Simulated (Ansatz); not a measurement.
```xyz
7

O     1.4080   -0.3830    0.4049
C     0.4437    0.2638   -0.0625
C    -0.9629   -0.2045   -0.0467
O     0.8262    1.3530   -0.5413
H    -1.0323   -1.1529   -0.5831
H    -1.2730   -0.3778    0.9857
H    -1.6131    0.5356   -0.5120
```

These are results of Ansatz, DFT r2SCAN, Gaussian basis def2-TZVPD, not measurements.

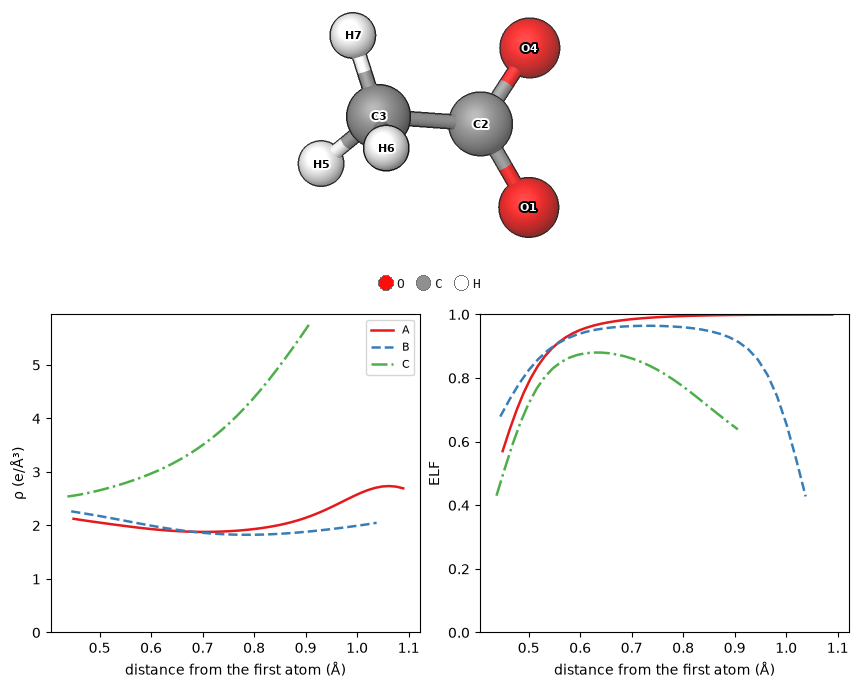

C₂H₃O₂ (SMILES CC(=O)[O]) (doublet). Electron density and electron localisation function along straight lines between neighbouring atoms. The curves leave out the atomic cores. The structure is drawn too.

Which curve belongs to which contact (C–C, C–H and C–O)? The first atom named is at distance zero.

Curve A: C–H (1.09 Å): ρ is about 2 e/Å³ halfway; the ELF climbs to about 1 towards the hydrogen, as it does in any bond to H (an ordinary covalent bond to hydrogen). Curve B: C–C (1.48 Å): ρ is about 1.8 e/Å³ halfway; the ELF peaks at about 0.95 between the atoms (a covalent bond). Curve C: C–O (1.25 Å): ρ at the midpoint is about 3.1 e/Å³; the ELF peaks at about 0.90 between the atoms: a polar covalent bond.
